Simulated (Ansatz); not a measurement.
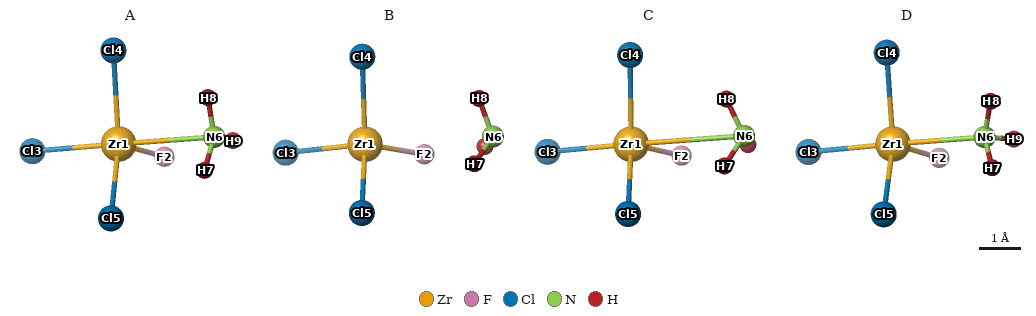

4 geometries from one relaxation of ZrNH₃Cl₃F, in shuffled order. The picture is a ball-and-stick view, seen at a tilt.

The run prepares an end point of a later path (reaction) calculation, from a guessed geometry.

All numbers below come from RKS BLYP/def2-SVP in Ansatz 0.2.0. (no spin polarisation; force threshold 0.03 eV/Å; at most 50 steps)

Order the frames from highest to lowest energy.

B, C, A, D. They are steps 0, 4, 8, 13, at +80.9 kJ/mol, +74.6 kJ/mol, +51.1 kJ/mol relative to the last. The atom that moves furthest after the best rigid fit is N6 (0.67 Å). Largest moves by element: N 0.67 Å, H 0.34 Å, Zr 0.25 Å, Cl 0.24 Å, F 0.23 Å. Near-neighbour distances that change, for instance: Zr1–N6 3.406 → 2.496 Å, Zr1–H8 3.361 → 3.049 Å, Zr1–H7 3.320 → 3.039 Å, Zr1–Cl5 2.364 → 2.398 Å. New bonds form, among them: Zr1–N6 (3.41 → 2.50 Å). Among the angles between lasting bonds that change: F2–Zr1–Cl3 105.7° → 98.2°, Cl3–Zr1–Cl4 105.9° → 99.9°, F2–Zr1–Cl5 112.2° → 117.3°. Over 11 accepted moves (13 points after the start) the energy falls by 80.9 kJ/mol. Largest force component: 0.84 eV/Å at the start, 0.022 eV/Å at the end. The line search rejected the trial steps at points 2, 11 of the run.
